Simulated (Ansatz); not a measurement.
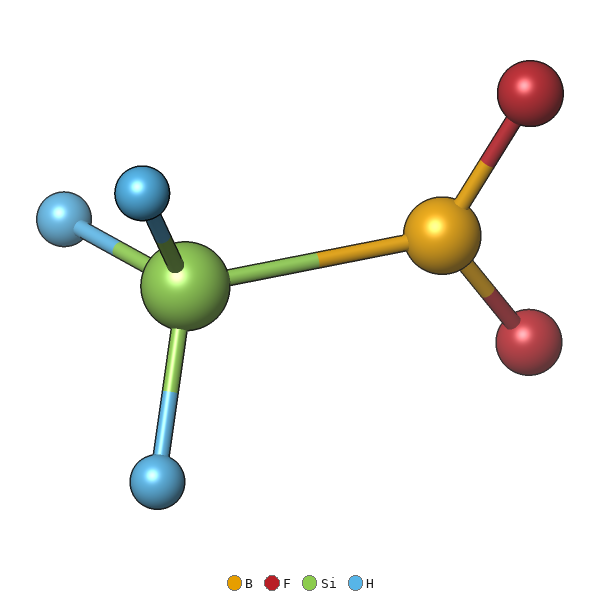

A ball-and-stick model of a molecule.

Computed geometry: PBE0-D4/def2-TZVP optimisation.

Describe the molecule.

It has 7 atoms: 1 boron, 2 fluorine, 3 hydrogen and 1 silicon (BF₂H₃Si). Coordination: 1 B trigonal planar; 1 Si tetrahedral.

The parts below concern this one geometry. Atoms keep their numbers from picture to picture.

### Shape

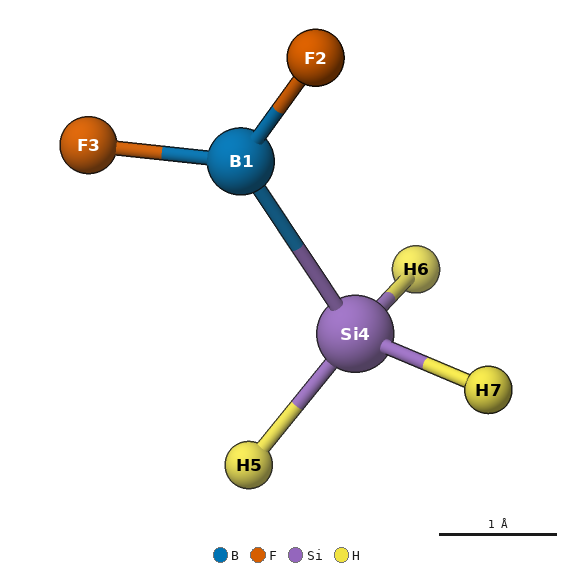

Give the bond lengths.

```json
{"bond": "B1–F2", "length (Å)": "1.320"}
{"bond": "B1–F3", "length (Å)": "1.319"}
{"bond": "B1–Si4", "length (Å)": "2.035"}
{"bond": "Si4–H5", "length (Å)": "1.485"}
{"bond": "Si4–H6", "length (Å)": "1.488"}
{"bond": "Si4–H7", "length (Å)": "1.485"}
```

### Vibrations

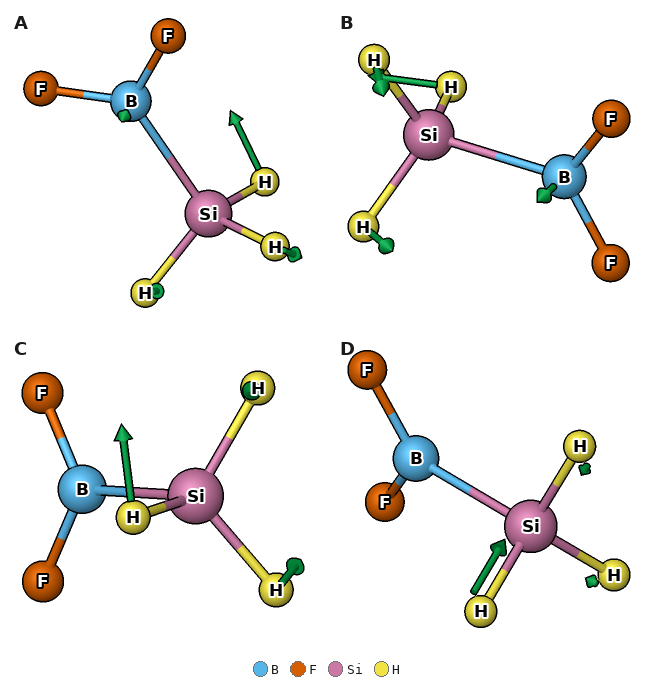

4 normal modes of one molecule or complex, as arrows. Harmonic vibrations computed with RKS PBE0-D4/def2-TZVP (Ansatz 0.2.0) at a stationary point of the same level.

Question: Match the panels to the wavenumbers 354 cm⁻¹, 654 cm⁻¹, 934 cm⁻¹, 2222 cm⁻¹.

Answer: A: 354 cm⁻¹
B: 654 cm⁻¹, B–Si–H bending
C: 934 cm⁻¹, H–Si–H bending
D: 2222 cm⁻¹, Si–H stretching

### Charges

The questions are on Mulliken charges. Method: RKS PBE0-D4/def2-TZVP (Ansatz 0.2.0).

Question: Which atom carries the highest charge (most positive or least negative)?

Answer: B1 (0.48 e).

Question: And the lowest?

Answer: F2, F3 (−0.22 e).

Give the Mulliken charges atom by atom.

```json
{"atom": "B1", "value (e)": "0.48"}
{"atom": "F2", "value (e)": "−0.22"}
{"atom": "F3", "value (e)": "−0.22"}
{"atom": "Si4", "value (e)": "−0.02"}
{"atom": "H5", "value (e)": "−0.01"}
{"atom": "H6", "value (e)": "−0.01"}
{"atom": "H7", "value (e)": "−0.01"}
```

### Dipole moment

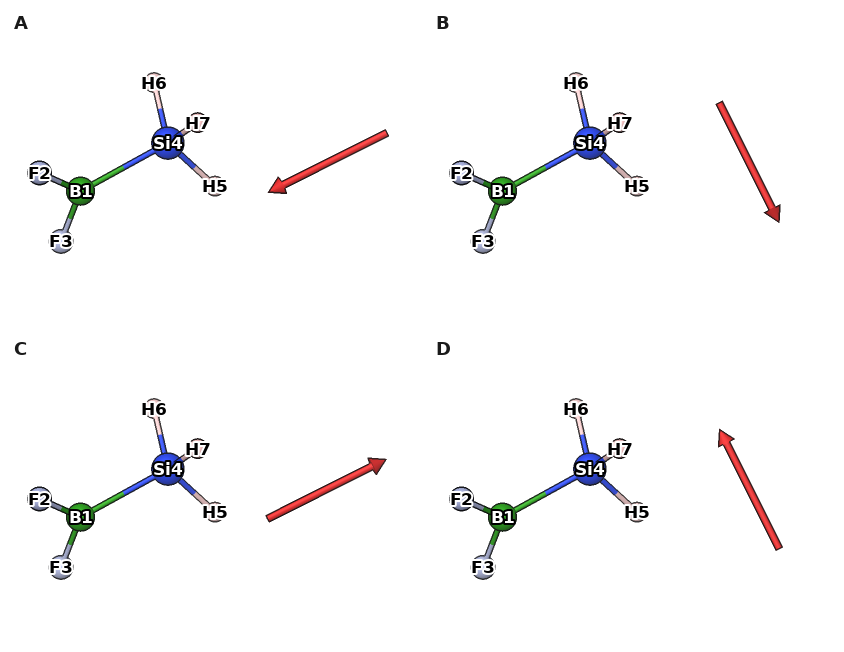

The same molecule four times, each with an arrow. Properties computed with RKS PBE0-D4/def2-TZVP (Ansatz 0.2.0).

Question: Which arrow points along the dipole moment, from the negative to the positive end?

Answer: C. The dipole moment is 0.93 D; it points from the side of F2, F3 to the side of H5, H7 (the outermost atoms at the two ends).

Mulliken values depend strongly on the basis set and can even reverse the polarity of a bond.
